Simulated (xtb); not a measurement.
**BSiH3OF2: frequency calculation**

BSiH3OF2, SMILES FB(F)O[SiH3], computed with GFN2-xTB (xtb 6.7.1).

The geometry was optimised with GFN2-xTB.

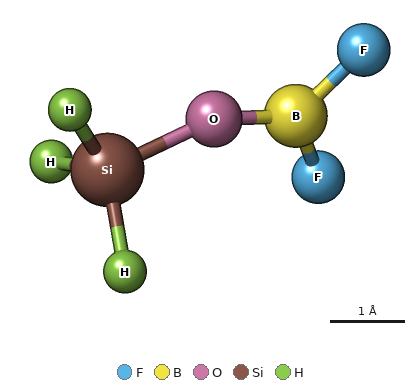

**Figure 1.** The structure (ball-and-stick view, seen at a tilt). Bond lengths as drawn: B–F 1.32 to 1.33 Å, B–O 1.30 Å, H–Si 1.46 Å and O–Si 1.64 Å.

## Key numbers

- outcome: converged
- electrons treated: 30
- total energy: −18.238423 hartree
- dispersion energy: −0.003785 hartree
- basis functions: 29
- HOMO: −12.09 eV
- LUMO: −5.98 eV
- zero-point energy: 0.037184 hartree
- dipole moment: 2.88 D
- wavenumbers, lowest and highest: 54i and 2306 cm⁻¹
- hardware: 1 thread of Intel Xeon @ 2.50GHz (Skylake/Cascade Lake), 189 GiB of memory available, shared host
- wall time: 2.2 s
- peak memory: 0.071 GiB

## Remarks

Settings chosen away from the usual ones: method = gfn2-xtb; task = frequencies; x = {"hess_scc_accuracy": 0.05}; geo = {"prev": "A"}.

## The input (coord)
```
$coord
      3.256432749739     -3.419478319772      1.944301415105  f
      1.069641678322     -2.395549116404      1.303816539686  b
     -0.942047370387     -3.752296884841      1.942676250638  f
      0.943672534854     -0.235044135381      0.144337281399  o
     -0.759008497956      2.013824439230     -1.129394818383  si
     -2.380469101930      3.045180266267      0.853475906926  h
      1.203320904378      3.751843350571     -1.981075485490  h
     -2.217499120942      0.883428066001     -3.183564910373  h
$end
```

## File .CHRG
```
0
```

## File .UHF
```
0
```

## File input.inp
```
$hess
   sccacc=0.05
$end
```

Launch command:
```bash
xtb coord -I input.inp --gfn2 --hess -P 1 > xtb.out
```

## The program's output
```
* xtb version 6.7.1
   ID    Z sym.   atoms
    1    9 f      1, 3
    2    5 b      2
    3    8 o      4
    4   14 si     5
    5    1 h      6-8

           -------------------------------------------------
          |                Calculation Setup                |
           -------------------------------------------------

          program call               : xtb coord -I input.inp --gfn2 --hess -P 1
          coordinate file            : coord
          omp threads                :                     1

           -------------------------------------------------
          |                 G F N 2 - x T B                 |
           -------------------------------------------------

      * Hamiltonian:
        H0-scaling (s, p, d)           1.850000    2.230000    2.230000
        zeta-weighting                 0.500000
      * Dispersion:
        s8                             2.700000
        a1                             0.520000
        a2                             5.000000
        s9                             5.000000
      * Repulsion:
        kExp                           1.500000    1.000000
        rExp                           1.000000
      * Coulomb:
        alpha                          2.000000
        third order                    shell-resolved
        anisotropic                    true
        a3                             3.000000
        a5                             4.000000
        cn-shift                       1.200000
        cn-exp                         4.000000
        max-rad                        5.000000

          ...................................................
          :                      SETUP                      :
          :.................................................:
          :  # basis functions                  29          :
          :  # atomic orbitals                  28          :
          :  # shells                           14          :
          :  # electrons                        30          :
          :  max. iterations                   250          :
          :  Hamiltonian                  GFN2-xTB          :
          :  restarted?                      false          :
          :  GBSA solvation                  false          :
          :  PC potential                    false          :
          :  electronic temp.          300.0000000     K    :
          :  accuracy                    1.0000000          :
          :  -> integral cutoff          0.2500000E+02      :
          :  -> integral neglect         0.1000000E-07      :
          :  -> SCF convergence          0.1000000E-05 Eh   :
          :  -> wf. convergence          0.1000000E-03 e    :
          :  Broyden damping             0.4000000          :
          :  net charge                          0          :
          :  unpaired electrons                  0          :
          ...................................................

 iter      E             dE          RMSdq      gap      omega  full diag
   1    -18.1366020 -0.181366E+02  0.968E+00    7.22       0.0  T
   2    -18.3186667 -0.182065E+00  0.633E+00    6.01       1.0  T
   3    -18.3261935 -0.752683E-02  0.284E+00    6.20       1.0  T
   4    -18.3282125 -0.201903E-02  0.146E+00    5.91       1.0  T
   5    -18.3304063 -0.219376E-02  0.558E-01    6.14       1.0  T
   6    -18.3305862 -0.179948E-03  0.104E-01    6.11       1.0  T
   7    -18.3305776  0.865521E-05  0.699E-02    6.09       1.0  T
   8    -18.3305984 -0.208229E-04  0.147E-02    6.11       2.4  T
   9    -18.3305975  0.868342E-06  0.147E-02    6.10       2.4  T
  10    -18.3305990 -0.150105E-05  0.111E-03    6.11      32.0  T
  11    -18.3305990  0.139584E-08  0.733E-04    6.11      48.3  T
  12    -18.3305990 -0.980268E-09  0.326E-04    6.11     108.3  T

   *** convergence criteria satisfied after 12 iterations ***

         #    Occupation            Energy/Eh            Energy/eV
      -------------------------------------------------------------
         1        2.0000           -0.8314176             -22.6240
       ...           ...                  ...                  ...
         9        2.0000           -0.5176918             -14.0871
        10        2.0000           -0.5152427             -14.0205
        11        2.0000           -0.5094076             -13.8617
        12        2.0000           -0.5080707             -13.8253
        13        2.0000           -0.5053854             -13.7522
        14        2.0000           -0.4472486             -12.1703
        15        2.0000           -0.4442576             -12.0889 (HOMO)
        16                         -0.2198349              -5.9820 (LUMO)
        17                         -0.2110371              -5.7426
        18                         -0.1973802              -5.3710
        19                         -0.1730803              -4.7098
        20                         -0.0458851              -1.2486
       ...                                ...                  ...
        28                          0.8189983              22.2861
      -------------------------------------------------------------
                  HL-Gap            0.2244227 Eh            6.1069 eV
             Fermi-level           -0.3320462 Eh           -9.0354 eV

 SCC (total)                   0 d,  0 h,  0 min,  0.038 sec
 SCC setup                      ...        0 min,  0.000 sec (  0.375%)
 Dispersion                     ...        0 min,  0.000 sec (  0.123%)
 classical contributions        ...        0 min,  0.000 sec (  0.062%)
 integral evaluation            ...        0 min,  0.001 sec (  3.389%)
 iterations                     ...        0 min,  0.018 sec ( 45.661%)
 molecular gradient             ...        0 min,  0.019 sec ( 49.732%)
 printout                       ...        0 min,  0.000 sec (  0.583%)

         :::::::::::::::::::::::::::::::::::::::::::::::::::::
         ::                     SUMMARY                     ::
         :::::::::::::::::::::::::::::::::::::::::::::::::::::
         :: total energy             -18.238422563553 Eh    ::
         :: gradient norm              0.000107421042 Eh/a0 ::
         :: HOMO-LUMO gap              6.106852380091 eV    ::
         ::.................................................::
         :: SCC energy               -18.330597394516 Eh    ::
         :: -> isotropic ES            0.097942042896 Eh    ::
         :: -> anisotropic ES         -0.006593044657 Eh    ::
         :: -> anisotropic XC         -0.008102340515 Eh    ::
         :: -> dispersion             -0.003784505191 Eh    ::
         :: repulsion energy           0.092174830963 Eh    ::
         :: add. restraining           0.000000000000 Eh    ::
         :: total charge              -0.000000000000 e     ::
         :::::::::::::::::::::::::::::::::::::::::::::::::::::

           -------------------------------------------------
          |                Numerical Hessian                |
           -------------------------------------------------
step length          :   0.00500
SCC accuracy         :   0.05000
Hessian scale factor :   1.00000
frozen atoms in %    :   0.00000    0
RMS gradient         :   0.00011
estimated CPU  time      0.01 min

writing file <hessian>.

 projected vibrational frequencies (cm⁻¹)
eigval :       -0.00    -0.00    -0.00     0.00     0.00     0.00
eigval :      -54.34    76.66   105.91   361.54   433.04   549.22
eigval :      612.49   620.47   649.82   744.79   762.06   812.31
eigval :     1002.26  1249.33  1485.47  2269.06  2281.90  2305.75
           -------------------------------------------------
          |                Property Printout                |
           -------------------------------------------------

    * Orbital Energies and Occupations

         #    Occupation            Energy/Eh            Energy/eV
      -------------------------------------------------------------
         1        2.0000           -0.8314185             -22.6240
       ...           ...                  ...                  ...
         3        2.0000           -0.7917411             -21.5444
         4        2.0000           -0.6958239             -18.9343
         5        2.0000           -0.5839418             -15.8899
         6        2.0000           -0.5695863             -15.4992
         7        2.0000           -0.5626180             -15.3096
         8        2.0000           -0.5581472             -15.1880
         9        2.0000           -0.5176913             -14.0871
        10        2.0000           -0.5152422             -14.0205
        11        2.0000           -0.5094072             -13.8617
        12        2.0000           -0.5080704             -13.8253
        13        2.0000           -0.5053847             -13.7522
        14        2.0000           -0.4472495             -12.1703
        15        2.0000           -0.4442583             -12.0889 (HOMO)
        16                         -0.2198380              -5.9821 (LUMO)
        17                         -0.2110393              -5.7427
        18                         -0.1973818              -5.3710
        19                         -0.1730829              -4.7098
        20                         -0.0458859              -1.2486
        21                         -0.0236451              -0.6434
        22                          0.2157761               5.8716
        23                          0.4043541              11.0030
        24                          0.4813027              13.0969
        25                          0.6336798              17.2433
        26                          0.6456851              17.5700
       ...                                ...                  ...
        28                          0.8189969              22.2860
      -------------------------------------------------------------
                  HL-Gap            0.2244203 Eh            6.1068 eV
             Fermi-level           -0.3320482 Eh           -9.0355 eV

     #   Z          covCN         q      C6AA      α(0)
     1   9 f        0.723    -0.278    12.086     4.105
     2   5 b        2.263     0.634    22.128     9.413
     3   9 f        0.722    -0.290    12.216     4.127
     4   8 o        1.558    -0.421    21.319     6.230
     5  14 si       3.557     0.525    98.247    19.083
     6   1 h        0.919    -0.058     4.298     3.242
     7   1 h        0.920    -0.053     4.175     3.196
     8   1 h        0.919    -0.058     4.298     3.242

 Mol. C6AA /au·bohr⁶  :       1010.471769
 Mol. C8AA /au·bohr⁸  :      32900.291640
 Mol. α(0) /au        :         52.638575

Wiberg/Mayer (AO) data.
largest (>0.10) Wiberg bond orders for each atom

 ---------------------------------------------------------------------------
     #   Z sym  total        # sym  WBO       # sym  WBO       # sym  WBO
 ---------------------------------------------------------------------------
     1   9 f    1.132 --     2 b    1.019
     2   5 b    3.300 --     4 o    1.257     1 f    1.019     3 f    1.007
     3   9 f    1.115 --     2 b    1.007
     4   8 o    2.370 --     2 b    1.257     5 si   0.936
     5  14 si   3.683 --     4 o    0.936     7 h    0.900     8 h    0.900
                             6 h    0.900
     6   1 h    0.997 --     5 si   0.900
     7   1 h    0.997 --     5 si   0.900
     8   1 h    0.997 --     5 si   0.900
 ---------------------------------------------------------------------------

Topologies differ in total number of bonds
Writing topology from bond orders to xtbtopo.mol

molecular dipole:
                 x           y           z       tot (Debye)
 q only:       -0.548       1.250      -0.691
   full:       -0.394       0.930      -0.514       2.881
molecular quadrupole (traceless):
                xx          xy          yy          xz          yz          zz
 q only:       -1.159       0.056      -0.682      -0.182       1.822       1.841
  q+dip:       -0.951       1.628      -2.354      -1.139       4.309       3.305
   full:       -1.962       0.531      -1.459      -0.585       3.646       3.421
Molecule has the following symmetry elements: (sigma)
It seems to be the Cs point group

           -------------------------------------------------
          |               Frequency Printout                |
           -------------------------------------------------
 projected vibrational frequencies (cm⁻¹)
eigval :       -0.00    -0.00    -0.00     0.00     0.00     0.00
eigval :      -54.34    76.66   105.91   361.54   433.04   549.22
eigval :      612.49   620.47   649.82   744.79   762.06   812.31
eigval :     1002.26  1249.33  1485.47  2269.06  2281.90  2305.75
 reduced masses (amu)
   1: 18.50   2: 19.45   3: 17.47   4: 21.11   5: 19.94   6: 21.76   7:  2.97   8: 18.22
   9: 15.87  10: 20.20  11: 16.78  12: 11.74  13:  3.74  14:  6.44  15: 16.32  16:  2.50
  17:  2.66  18:  3.34  19: 17.43  20: 12.99  21: 12.76  22:  2.18  23:  1.83  24:  1.55
 IR intensities (km·mol⁻¹)
   1:  0.49   2:  0.03   3:  0.26   4:  0.68   5:  0.62   6:  0.66   7:  0.02   8:  1.03
   9:  0.00  10: 40.58  11: 18.05  12:110.12  13: 87.87  14: 47.36  15: 47.80  16:238.37
  17:215.97  18:355.51  19: 21.90  20:435.93  21:******  22:339.21  23:224.56  24:136.08
 Raman intensities (Ä⁴*amu⁻¹)
   1:  0.00   2:  0.00   3:  0.00   4:  0.00   5:  0.00   6:  0.00   7:  0.00   8:  0.00
   9:  0.00  10:  0.00  11:  0.00  12:  0.00  13:  0.00  14:  0.00  15:  0.00  16:  0.00
  17:  0.00  18:  0.00  19:  0.00  20:  0.00  21:  0.00  22:  0.00  23:  0.00  24:  0.00
 output can be read by thermo (or use thermo option).
 writing <g98.out> molden fake output.
 recommended (thermochemical) frequency scaling factor: 1.0
           -------------------------------------------------
          |             Thermodynamic Functions             |
           -------------------------------------------------

cs  symmetry found (for desy threshold:  0.10E+00) used in thermo

          ...................................................
          :                      SETUP                      :
          :.................................................:
          :  # frequencies                          17      :
          :  # imaginary freq.                       1      :
          :  linear?                             false      :
          :  only rotor calc.                    false      :
          :  symmetry                               cs      :
          :  rotational number                       1      :
          :  scaling factor                  1.0000000      :
          :  rotor cutoff                   50.0000000 cm⁻¹ :
          :  imag. cutoff                  -20.0000000 cm⁻¹ :
          :.................................................:

    mode    ω/cm⁻¹     T·S(HO)/kcal·mol⁻¹    T·S(FR)/kcal·mol⁻¹   T·S(vib)
   ------------------------------------------------------------------------
       1     76.66    -1.18501 ( 84.68%)    -0.92960 ( 15.32%)    -1.14588
       2    105.91    -0.99655 ( 95.27%)    -0.83394 (  4.73%)    -0.98886
   ------------------------------------------------------------------------

   temp. (K)  partition function   enthalpy   heat capacity  entropy
                                   cal/mol     cal/K/mol   cal/K/mol   J/K/mol
 298.15  VIB   15.2                 1929.495     13.461     11.722
         ROT  0.143E+06              888.752      2.981     26.576
         INT  0.218E+07             2818.248     16.442     38.298
         TR   0.909E+27             1481.254      4.968     39.576
         TOT                        4299.5015    21.4101    77.8736   325.8232

       T/K    H(0)-H(T)+PV         H(T)/Eh          T*S/Eh         G(T)/Eh
   ------------------------------------------------------------------------
    298.15    0.685169E-02    0.440362E-01    0.370003E-01    0.703592E-02
   ------------------------------------------------------------------------

         :::::::::::::::::::::::::::::::::::::::::::::::::::::
         ::                  THERMODYNAMIC                  ::
         :::::::::::::::::::::::::::::::::::::::::::::::::::::
         :: total free energy         -18.231386645985 Eh   ::
         ::.................................................::
         :: total energy              -18.238422564331 Eh   ::
         :: zero point energy           0.037184493462 Eh   ::
         :: G(RRHO) w/o ZPVE           -0.030148575117 Eh   ::
         :: G(RRHO) contrib.            0.007035918346 Eh   ::
         :::::::::::::::::::::::::::::::::::::::::::::::::::::
imag cut-off (cm-1) :    5.00
 found            1  significant imaginary frequency
 writing imag mode distorted coords to xtbhess.coord
 for further optimization.

           -------------------------------------------------
          | TOTAL ENERGY              -18.238422564331 Eh   |
          | TOTAL ENTHALPY            -18.194386379094 Eh   |
          | TOTAL FREE ENERGY         -18.231386645985 Eh   |
          | GRADIENT NORM               0.000107383817 Eh/α |
          | HOMO-LUMO GAP               6.106787730363 eV   |
           -------------------------------------------------

------------------------------------------------------------------------
------------------------------------------------------------------------
 total:
 *  cpu-time:     0 d,  0 h,  0 min,  0.572 sec
 * ratio c/w:     0.300 speedup
 SCF:
 *  cpu-time:     0 d,  0 h,  0 min,  0.011 sec
 * ratio c/w:     0.296 speedup
 analytical hessian:
 *  cpu-time:     0 d,  0 h,  0 min,  0.536 sec
 * ratio c/w:     0.304 speedup
```

## File vibspectrum
```
$vibrational spectrum
#  mode     symmetry     wave number   IR intensity    selection rules
#                         cm**(-1)      (km*mol⁻¹)        IR
     1                      -0.00         0.00000          -
     2                      -0.00         0.00000          -
     3                      -0.00         0.00000          -
     4                       0.00         0.00000          -
     5                       0.00         0.00000          -
     6                       0.00         0.00000          -
     7        a            -54.34         0.01988         YES
     8        a             76.66         1.02628         YES
     9        a            105.91         0.00004         NO
    10        a            361.54        40.58339         YES
    11        a            433.04        18.04890         YES
    12        a            549.22       110.11547         YES
    13        a            612.49        87.87346         YES
    14        a            620.47        47.36107         YES
    15        a            649.82        47.80202         YES
    16        a            744.79       238.37228         YES
    17        a            762.06       215.97390         YES
    18        a            812.31       355.51140         YES
    19        a           1002.26        21.90230         YES
    20        a           1249.33       435.93033         YES
    21        a           1485.47      1035.38541         YES
    22        a           2269.06       339.20768         YES
    23        a           2281.90       224.55655         YES
    24        a           2305.75       136.08450         YES
$end
```

## Standard error
```
normal termination of xtb
```

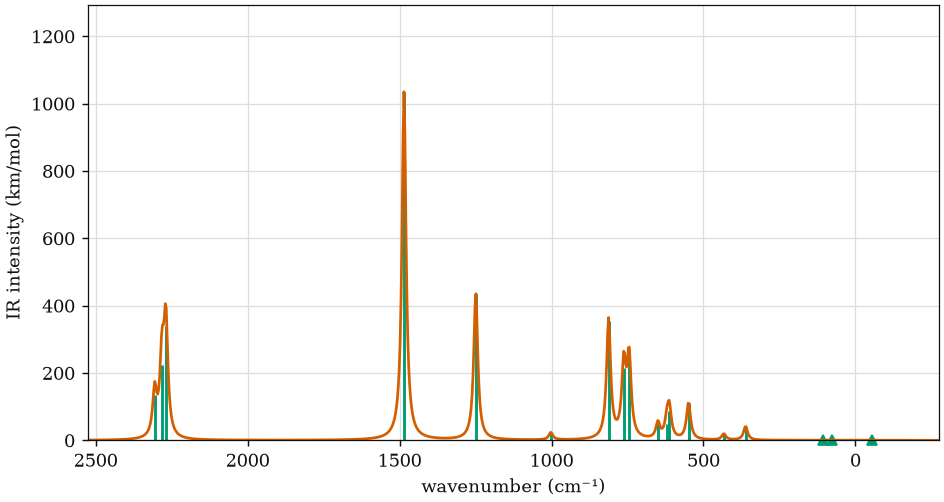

**Figure 2.** Harmonic infrared spectrum, unscaled: sticks (degenerate modes added up, dark ones marked on the axis) with a Lorentzian envelope of 16 cm⁻¹ full width, scaled to the tallest stick; imaginary modes are drawn at negative wavenumbers. 18 modes from 54i to 2306 cm⁻¹, 1 imaginary beyond 8i (54i cm⁻¹): not a clean minimum; so soft a mode can be a shallow saddle, an incomplete relaxation or noise of the force constants. The strongest line is at 1485 cm⁻¹ (1035 km/mol).
